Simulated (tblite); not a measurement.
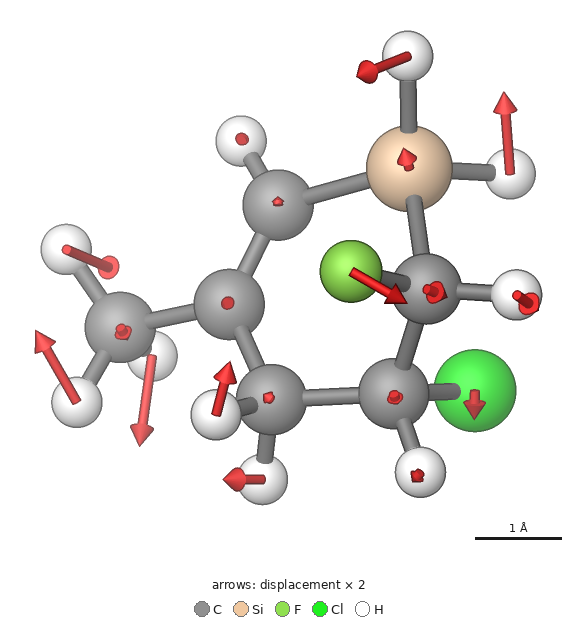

This is a relaxation of C₆H₁₀ClFSi. The starting structure is drawn; red arrows show the displacements, magnified 2 times. The two geometries are superimposed by the best rigid fit.

A ball-and-stick model, seen at a tilt.

Computed with GFN2-xTB geometry optimisation, gas phase (tblite). 

Atoms of which element are displaced furthest, and by how much?

Answer. Hydrogen: up to 0.67 Å, against 0.38 Å for fluorine.

What did the optimiser do to the structure, and how much energy did it gain?

Answer. Over 84 geometry steps the energy falls by 0.544 eV. The largest move after the best rigid fit is that of an H atom, 0.67 Å. By element the largest moves are H 0.67 Å, F 0.38 Å, C 0.19 Å, Cl 0.18 Å, Si 0.15 Å. Some distances before and after: Cl–Si 2.913 → 3.236 Å, C–C 1.482 → 1.524 Å, C–C 1.469 → 1.506 Å, C–Si 1.832 → 1.868 Å. Bond angles that change, for instance: Si–C–C 102.7° → 110.3°, F–C–H 111.8° → 105.2°, C–Si–H 112.7° → 106.2°. Groups turn about C–C by about 30°.
